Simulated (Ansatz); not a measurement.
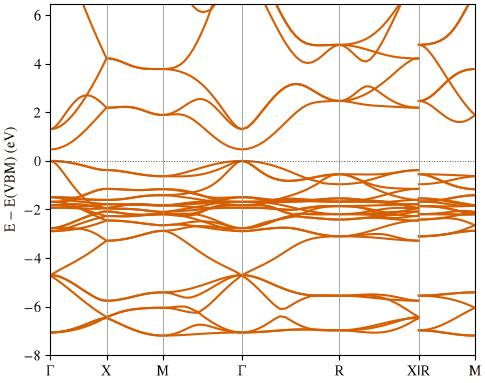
Figure. Band structure from DFT-PBE in the program Ansatz with PAW potentials

Read off the gap and where the band edges lie.

About 0.5 eV (0.48 eV by a search for the band edges); maximum at Γ, minimum at Γ.

The material is Cu2O in space group Pn-3m (No. 224; Cu on 4b, O on 2a).

The PBE relaxation kept the symmetry of its start. No spin polarisation was allowed. No Hubbard U is applied.

Potentials: the later of the program's two PAW sets.
